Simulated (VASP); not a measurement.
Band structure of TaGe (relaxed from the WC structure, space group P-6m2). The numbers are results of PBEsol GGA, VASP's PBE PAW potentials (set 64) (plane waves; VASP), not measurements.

Unless said otherwise, spin-orbit coupling is left out, though it shifts the bands of the heavy elements here.

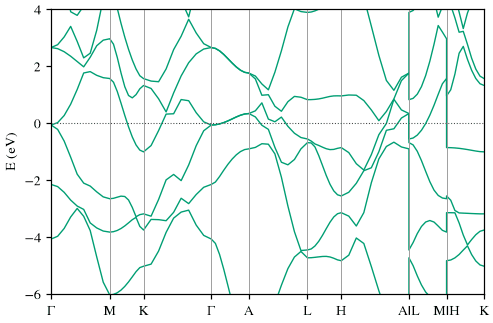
Figure: Bands along high-symmetry lines, zero at the valence-band maximum or, without a gap, the Fermi level

Question: Read the plot: is there a gap, and where are the band edges?

Answer: It has no gap at this level: it comes out as a metal or semimetal. (Edges off the drawn lines would not show.)

The structure was generated: TaGe was put into the WC type (P-6m2), which need not be its known phase. It was relaxed first, which changed the volume by -15 %. The electron count is odd and the run is not spin-polarised, which forces a metal.
